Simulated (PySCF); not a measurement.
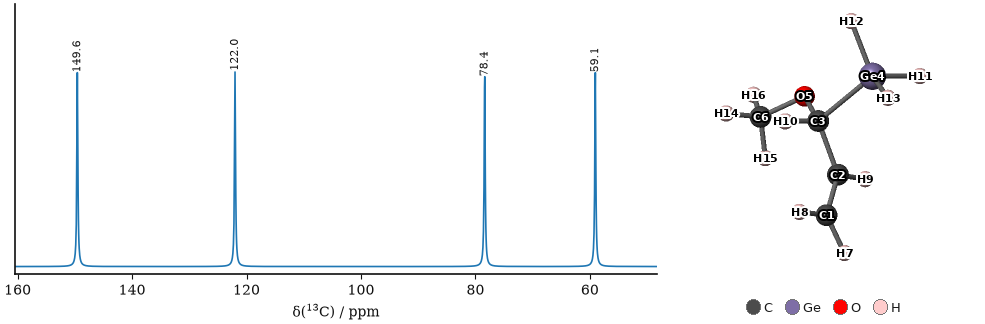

Spectrum and numbered structure of C₄H₁₀GeO, SMILES C=C[C@@H]([GeH3])OC, singlet. GIAO shifts, PBE0/pcSseg-1 in PySCF, at a PBE0-D3(BJ)/def2-SVP geometry (no frequency check), against TMS for ¹³C computed at the same level. Gas phase, fully decoupled, line heights follow the number of nuclei, widths are arbitrary (no quadrupolar broadening); values of one conformer, averaged over methyl-type rotors and exact or near symmetry; other conformers aren't averaged in.

Assign the ¹³C signals to the numbered atoms.

Answer.
```csv
δ (ppm),nuclei,atoms
149.6,1,C2
122.0,1,C1
78.4,1,C3
59.1,1,C6
```

Note: relativity, spin-orbit coupling included, is left out, which matters for Ge nuclei and their neighbours.
